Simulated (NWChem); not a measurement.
# CHBrCl2 (bromodichloromethane): B3LYP/6-31G(d) (spherical functions)

Aim: the vertical singlet–triplet gap of CHBrCl2 (bromodichloromethane) at B3LYP/6-31G* (spherical functions), from 2 runs. 

Program for the calculation: NWChem 7.3.0.

6 further runs of the same task are left out: 3 that didn't finish, 3 set aside as unsound or not needed.

### Step 1. Starting point

CHBrCl2 has 5 atoms, charge 0, and is taken as a singlet. As SMILES, `ClC(Cl)Br`. The shape is that of a PBE0-D4/def2-TZVP optimisation.

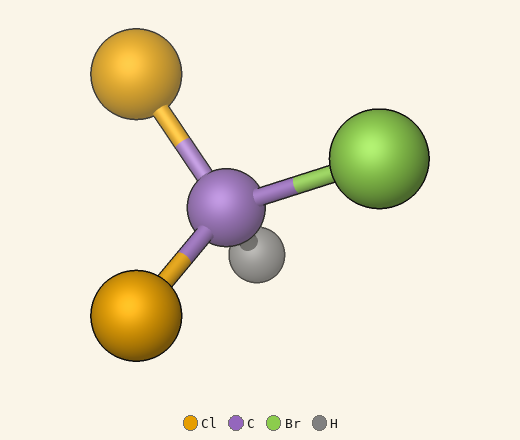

Viewed from a chosen angle; chlorine amber, carbon purple, bromine green, hydrogen grey.

### Step 2. Energy and gradient at B3LYP/6-31G(d) (spherical functions)

Contents of work.nw:

```
start work
title "CHBrCl2 gradient"
memory 2200 mb
charge 0
geometry units angstroms noautosym nocenter noautoz
Cl   -0.545310    0.154210    1.648620
C     0.079970    0.086060    0.011540
Cl    1.215390   -1.235370   -0.189200
Br   -1.353490   -0.018800   -1.282480
H     0.603440    1.013890   -0.188490
end
basis spherical bse
Cl library 6-31G*
C library 6-31G*
Br library 6-31G*
H library 6-31G*
end
dft
xc b3lyp
mult 1
grid xfine
convergence energy 1e-08
iterations 100
mulliken
end
task dft gradient
```

Run with:

```sh
$ nwchem work.nw > work.out
```

What it wrote, shortened:

```text
[...]
          Wavefunction type:  closed shell.
          No. of atoms     :     5
          No. of electrons :    76
[...]
          Charge           :     0
          Spin multiplicity:     1
[...]
          AO basis - number of functions:    84
[...]
              XC Information
              --------------
                         B3LYP Method XC Potential
                     Hartree-Fock (Exact) Exchange  0.200
                        Slater Exchange Functional  0.800 local
                    Becke 1988 Exchange Functional  0.720 non-local
              Lee-Yang-Parr Correlation Functional  0.810
                  VWN I RPA Correlation Functional  0.190 local
[...]
 d= 0,ls=0.0,diis     1  -3532.7914435981 -3.93D+03  2.20D-02  1.22D+00     2.5
[...]
 d= 0,ls=0.0,diis     8  -3532.9470545995  2.25D-09  4.66D-06  1.63D-07    15.2
         Total DFT energy =    -3532.947054599500
      One electron energy =    -5694.699797966617
           Coulomb energy =     1918.754364438968
    Exchange-Corr. energy =     -153.685652776403
 Nuclear repulsion energy =      396.684031704550
[...]
      Total Density - Mulliken Population Analysis
     ---------------------------------------------
    Atom       Charge   Shell Charges
 -----------   ------   -------------------------------------------------------
    1 Cl  17    16.95   2.00  2.00  5.97  1.43  3.60  0.51  1.42  0.03
    2 C    6     6.38   2.00  0.69  1.93  0.71  0.99  0.06
    3 Cl  17    16.95   2.00  2.00  5.97  1.43  3.60  0.51  1.42  0.03
    4 Br  35    34.99   2.00  2.00  6.00  2.00  5.99  1.65  3.78  0.31  1.23  6.95  2.92  0.17
    5 H    1     0.73   0.52  0.21
[...]
  wavefunction    = closed shell
                         DFT ENERGY GRADIENTS
    atom               coordinates                        gradient
                 x          y          z           x          y          z
   1 Cl     -1.030486   0.291415   3.115440    0.004849  -0.001742  -0.013897
   2 C       0.151121   0.162630   0.021807   -0.003504  -0.007171   0.002065
   3 Cl      2.296754  -2.334511  -0.357536   -0.010436   0.010321   0.002057
   4 Br     -2.557725  -0.035527  -2.423536    0.009697  -0.000241   0.009472
   5 H       1.140336   1.915974  -0.356194   -0.000606  -0.001168   0.000303
[...]
```

Run time: 23 s. Hardware: 1 thread of Intel Xeon 6975P-C (Granite Rapids), shared host; peak memory 0.12 GiB.

### Step 3. The triplet: the energy at UB3LYP/6-31G(d) (spherical functions)

Contents of a.nw:

```
START a
memory 2200 mb
charge 0

GEOMETRY noautosym nocenter noautoz
 Cl    -0.545310     0.154210     1.648620
 C      0.079970     0.086060     0.011540
 Cl     1.215390    -1.235370    -0.189200
 Br    -1.353490    -0.018800    -1.282480
 H      0.603440     1.013890    -0.188490
END

BASIS spherical bse
 Cl library 6-31G*
 C library 6-31G*
 Br library 6-31G*
 H library 6-31G*
END

DFT
 xc b3lyp
 mult 3
 grid xfine
 convergence energy 1e-08
 iterations 100
 mulliken
END

TASK dft energy
```

Run with:

```sh
$ nwchem a.nw > a.out
```

What it wrote, shortened:

```text
[...]
          Wavefunction type:  spin polarized.
          No. of atoms     :     5
          No. of electrons :    76
[...]
          Charge           :     0
          Spin multiplicity:     3
[...]
          AO basis - number of functions:    84
[...]
              XC Information
              --------------
                         B3LYP Method XC Potential
                     Hartree-Fock (Exact) Exchange  0.200
                        Slater Exchange Functional  0.800 local
                    Becke 1988 Exchange Functional  0.720 non-local
              Lee-Yang-Parr Correlation Functional  0.810
                  VWN I RPA Correlation Functional  0.190 local
[...]
 d= 0,ls=0.0,diis     1  -3532.6135566905 -3.93D+03  2.41D-02  2.40D-01     3.4
[...]
 d= 0,ls=0.0,diis    19  -3532.7539827639 -9.42D-10  8.71D-07  1.56D-09    48.7
[...]
         Total DFT energy =    -3532.753982763876
      One electron energy =    -5693.689131908463
           Coulomb energy =     1917.966577330878
    Exchange-Corr. energy =     -153.715459890841
 Nuclear repulsion energy =      396.684031704550
[...]
      Total Density - Mulliken Population Analysis
     ---------------------------------------------
    Atom       Charge   Shell Charges
 -----------   ------   -------------------------------------------------------
    1 Cl  17    17.00   2.00  2.00  5.97  1.42  3.59  0.52  1.47  0.03
    2 C    6     6.44   2.00  0.74  1.90  0.74  1.01  0.06
    3 Cl  17    17.00   2.00  2.00  5.97  1.42  3.59  0.52  1.47  0.03
    4 Br  35    34.80   2.00  2.00  6.00  2.00  5.98  1.69  3.59  0.27  1.18  6.95  2.92  0.22
    5 H    1     0.76   0.52  0.24
[...]
      <S2> =      2.0036 (Exact =     2.0000)
[...]
```

It took 50 s on 1 thread of Intel Xeon 6975P-C (Granite Rapids), shared host; peak memory 0.13 GiB.

### Step 4. Outcome

Level: B3LYP/6-31G* (spherical functions).

| quantity | value |
| --- | --- |
| singlet: total energy | -3532.94705 Eh |
| singlet: dipole moment | 1.18 D |
| singlet: HOMO energy | -8.14 eV |
| singlet: LUMO energy | -1.54 eV |
| singlet: HOMO–LUMO gap | 6.61 eV |
| singlet: largest force on an atom | 0.762 eV/Å |
| triplet: total energy | -3532.75398 Eh |
| triplet: dipole moment | 1.75 D |
| triplet: HOMO energy (highest over α and β) | -3.46 eV |
| triplet: ⟨S²⟩ | 2.004 |
| vertical energy of the triplet above the singlet | 5.254 eV |

**Reading.** At this shape the triplet lies 5.25 eV (121 kcal/mol) above the singlet. The largest force (singlet) is 0.76 eV/Å: the shape isn't a stationary point for this species at this level.
